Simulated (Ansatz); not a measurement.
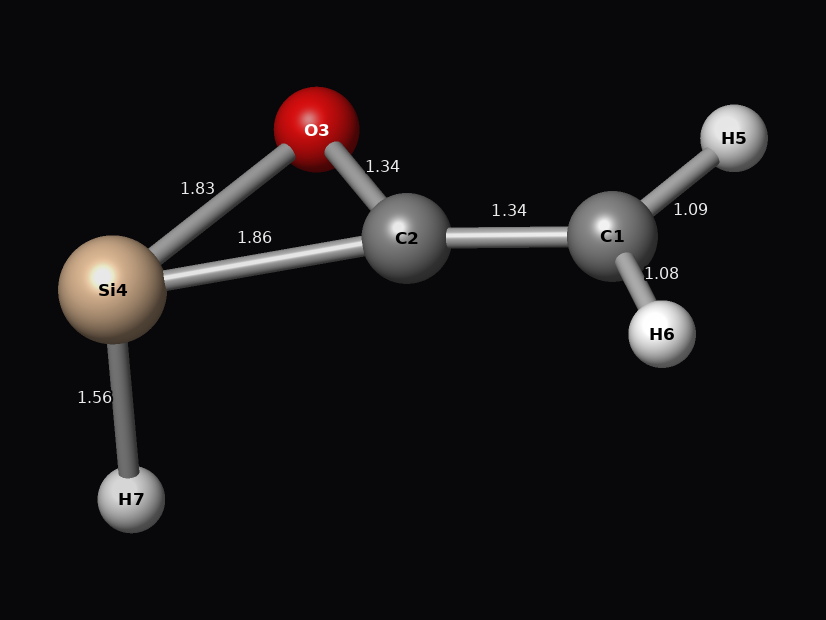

The numbers beside the sticks are distances in Å. Sticks don't show bond order. Charge −1, singlet. The geometry was computed by an optimisation with PBE0-D4/def2-TZVPD. No frequency run is at hand to confirm it as a minimum.

> Assign a bond order to each marked bond.

C1–C2 double; C1–H5 single; C1–H6 single; C2–O3 single; C2–Si4 single; O3–Si4 single; Si4–H7 single. This is one Lewis structure.

> Write the SMILES.

C=C1O[SiH-]1
